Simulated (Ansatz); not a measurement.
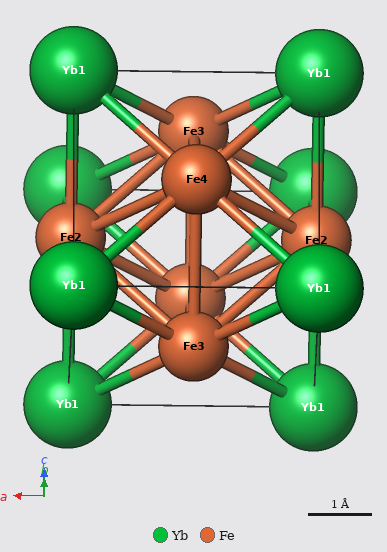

The starting point is crystalline YbFe$_{3}$ (built on the AuCu3 type). The picture is a ball-and-stick view of the cell of the calculation, seen from a free direction.

Level of theory: DFT PBE, scalar-relativistic, plane waves, PAW (Ansatz). Set-up: plane-wave cutoff 420 eV; k-point mesh 8 × 8 × 8; occupations gaussian; smearing width 0.05 eV; collinear spin.

The variant: All lengths are scaled by −1.4 % (volume −4.0 %), the atoms keeping their fractional coordinates. No relaxation follows.

Input file:
```yaml
crystal:
  lattice:
    - [3.8622898211, 0.0, 0.0]
    - [0.0, 3.8622898211, 0.0]
    - [0.0, 0.0, 3.8622898211]
  atoms:
    - { symbol: Yb, position: [0.0, 0.0, 0.0] }
    - { symbol: Fe, position: [0.0, 0.5, 0.5], spin: 2.69 }
    - { symbol: Fe, position: [0.5, 0.5, 0.0], spin: 2.69 }
    - { symbol: Fe, position: [0.5, 0.0, 0.5], spin: 2.69 }
basis:
  ecutwfc: 420
  ecutrho_ratio: 4
kpoints:
  mp_grid: { grid: [8, 8, 8] }
hamiltonian:
  xc: pbe
scf:
  occupations: { method: gaussian, width: 0.05 }
output:
  forces: true
  stress: true
  eigenvalues: true
  populations: true
magnetization:
  spin_polarized: true
```

Command:
```bash
ansatz run input.yaml --threads 2 --pin off --max-ram 2662MiB --backend cpu --events-out ev --progress --plain --runs-dir out
```

**Predict the response.**

The energy rises by 8.7 meV per atom. Pressure: 0.0 GPa before, 4.8 GPa after. All forces vanish by symmetry. The absolute magnetisation per cell goes from 8.25 to 8.13 μB (net moment 7.47 and 7.45 μB). Among the bonded contacts that change: Fe–Yb 2.768 → 2.731 Å, Fe–Fe 2.768 → 2.731 Å. The space group stays Pm-3m (No. 221).

The changed structure in the same view:

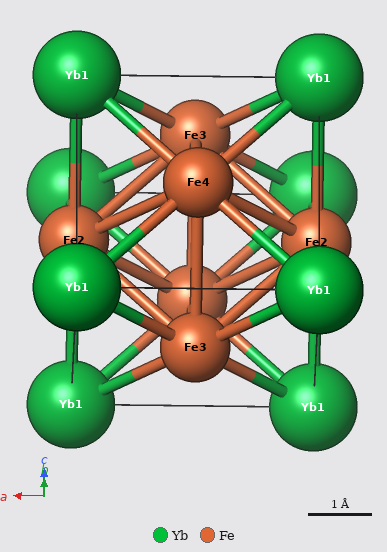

Limits of the set-up: 4f states are treated without a Hubbard U.
